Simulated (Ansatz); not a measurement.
F$_{2}$H$_{4}$Si$_{2}$···HCl

Input file:

```
crystal:
  periodic: [false, false, false]
  atoms:
    - { symbol: Si, position_ang: [0.0, 0.0, 0.0] }
    - { symbol: Si, position_ang: [0.0, 0.0, 2.57] }
    - { symbol: H, position_ang: [-1.3148, -0.4067, 3.0574] }
    - { symbol: H, position_ang: [1.0096, -0.9353, 3.0574] }
    - { symbol: H, position_ang: [0.3052, 1.342, 3.0574] }
    - { symbol: H, position_ang: [1.3768, 0.0, -0.4862] }
    - { symbol: F, position_ang: [-0.7489, 1.2974, -0.5295] }
    - { symbol: F, position_ang: [-0.7489, -1.2974, -0.5295] }
    - { symbol: Cl, position_ang: [-2.306, 0.0073, 0.7662] }
    - { symbol: H, position_ang: [-1.454, 0.0046, 2.0036] }
basis:
  gaussian: { orbitals: "6-31G*" }
hamiltonian:
  xc: pbe0
  dispersion: d4
relax:
  f_tol: 0.15
  max_steps: 25
  restrain:
    - { distance: [0, 8], at: 3.33, k: 30.0 }
    - { distance: [9, 1], at: 2.66, k: 30.0 }
    - { distance: [0, 1], at: 2.22, k: 30.0 }
    - { distance: [9, 8], at: 1.37, k: 30.0 }
output:
  orbitals: {}
```

Command:

```sh
ansatz run input.yaml --threads 2 --pin off --max-ram 3072MiB --backend cpu --events-out ev --progress --plain --runs-dir out
```

The fields are those of the run's last geometry, not of the input's.

Not at a stationary point (largest force 1.3 eV/Å).

The calculation used RKS PBE0-D4/6-31G* (Ansatz).

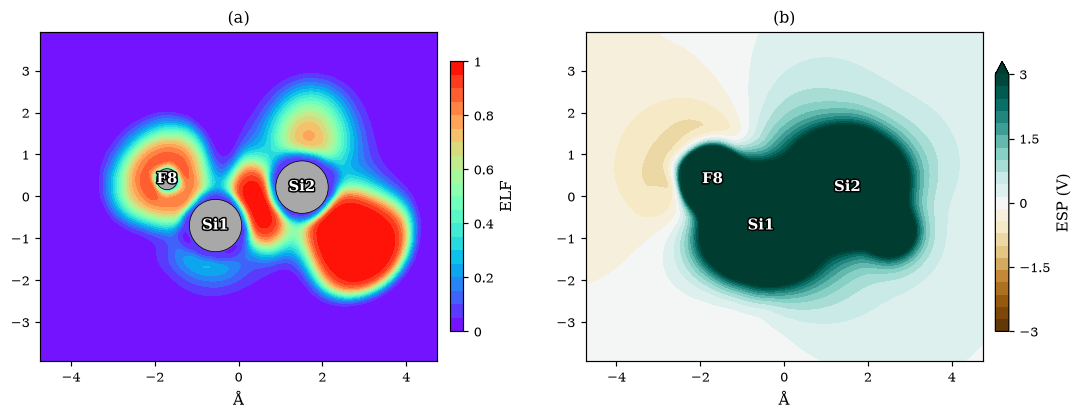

Figure 1. (a) electron localisation function; (b) electrostatic potential on the plane of atoms Si2, Si1 and F8. Grey discs cover the atomic cores in the ELF map.

Q: Read the bonding off the picture.

A: The section cuts through Si and F sites. Si–F (1.60 Å): the ELF peaks at about 0.85 in the valence shell of F, 0.6 Å from its nucleus, and is about 0.50 at the midpoint. Si–Si (2.26 Å): the ELF peaks at about 1 between the atoms: a shared electron pair. The ELF also peaks beside F8, away from the bonds: lone-pair regions. Outside the dense part of the complex the potential is most negative (−0.9 V) near F8.

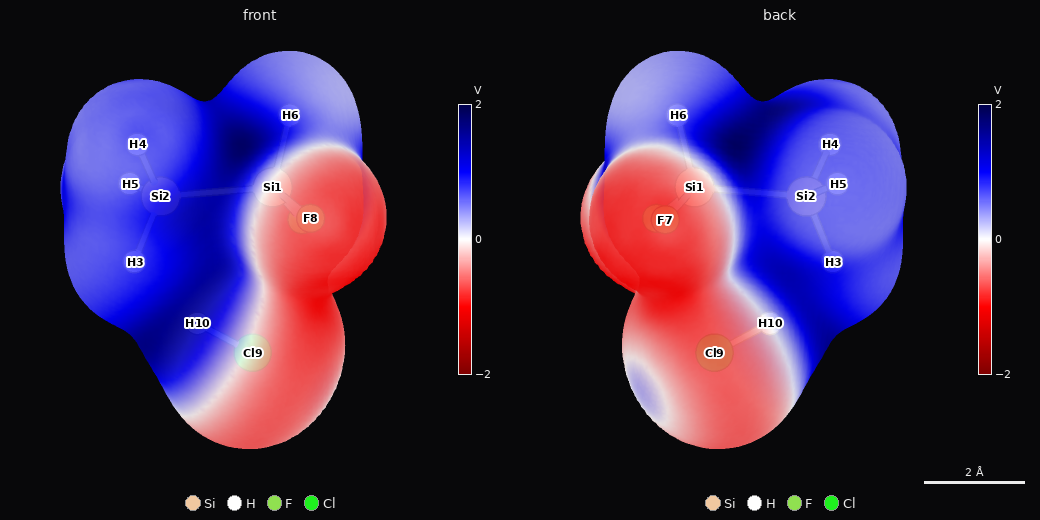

Figure 2. The electrostatic potential painted on the density surface at 0.002 e/bohr³, seen from the front and from behind; the colour scale runs from red (negative) to blue (positive).

Q: Describe the electrostatic potential map.

A: The most negative region (about −1.0 V) lies over F7, F8 and Cl9, the most positive (about +1.8 V) over Si1 and Si2. Cl9 shows a σ-hole: about +0.3 V at the tip opposite its bond, against about −0.7 V on its flanks.

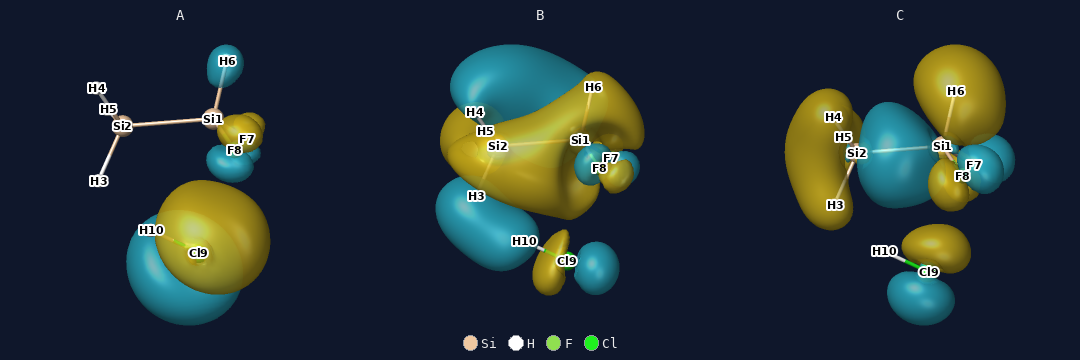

Figure 3. Three frontier orbitals at ±0.06 Å⁻³ᐟ² (yellow and cyan are the two phases), in no order.

Q: Order the three orbitals by energy and name them.

A: A is the HOMO−1 (−9.29 eV). By Hirshfeld shares it lies mainly on Cl9 (about 90 %); largely a lone pair of Cl9. C is the HOMO (−8.80 eV). It lies mainly on Si2 (about 30 %), Si1 (about 25 %), H6 (about 15 %), Cl9 (about 5 %), F8 (about 5 %) and F7 (about 5 %). B is the LUMO (−0.49 eV). Its weight (Hirshfeld) is mainly on Si2 (about 35 %), Si1 (about 30 %), H3 (about 5 %) and H5 (about 5 %); π-bonding across Si2–Si1.

Q: What is the HOMO–LUMO gap?

A: 8.31 eV between the orbital energies.
